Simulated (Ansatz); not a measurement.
A relaxed structure of Bi2Te3. Computed with r2SCAN (plane waves to 500 eV, PAW, scalar-relativistic; Ansatz, an electronic-structure program).

R-3m, hexagonal axes (No. 166), hR5, AFLOW prototype A2B3_hR5_166_c_ac (C33, as in Bi2Te3); a = b = 4.4196 Å, c = 32.3255 Å, α = β = 90.00°, γ = 120.00°.

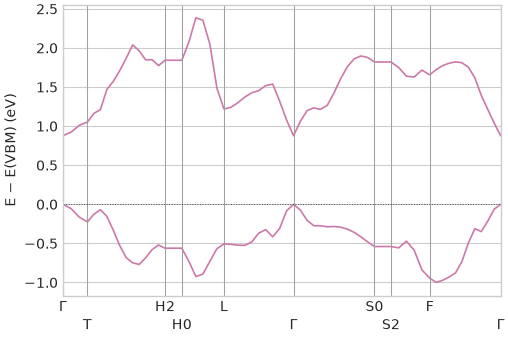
Figure: Highest filled and lowest empty band along the path of this cell's Brillouin zone

### Question
Read off the gap and say whether it is direct.

### Answer
0.88 eV, direct at Γ (no spin-orbit coupling).

### Question
How far does the top valence band disperse along this path?

### Answer
About 1.0 eV.

No spin polarisation in the result. Spin-orbit coupling is missing; with elements this heavy it can move band edges by tenths of an eV or more.

The run could not lose the symmetry of its start.
